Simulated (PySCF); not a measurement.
Molecule: HCl3F2GeSi, SMILES F[SiH](F)[Ge]([Cl])([Cl])[Cl], singlet. Atoms near the plane z = 0.0 Å, at the B3LYP/def2-SVP optimised geometry (x, y, z in Å): Ge4 (-0.7, -1.0, 0.0), Cl5 (1.4, -1.0, 0.0), Cl7 (-1.4, 1.0, 0.0).

Method: B3LYP/def2-TZVP run with PySCF. Cells within 0.4 Å of a nucleus heavier than hydrogen are left out (blank, or x). The values are rescaled to run from 0 to 1.

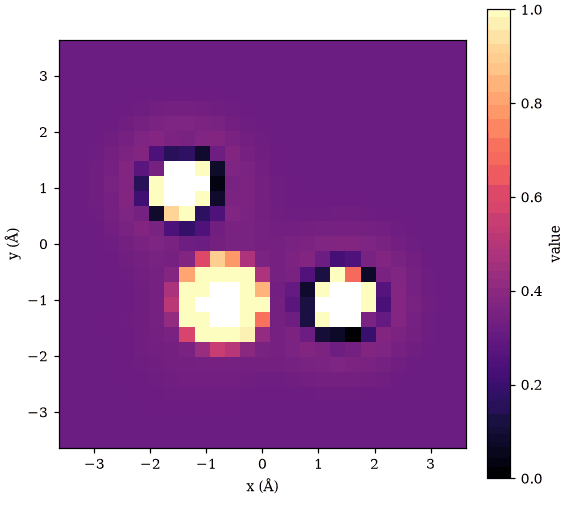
Fig. 1. a field on the plane z = 0.0 Å.

Which quantity is mapped?
A) Laplacian of the electron density
B) deformation density (molecule minus spherical neutral atoms)
C) an orbital amplitude
D) electron localisation function

A, Laplacian of the electron density. In full: Laplacian of the electron density (e/bohr⁵), clipped to [-1.50, 1.50].
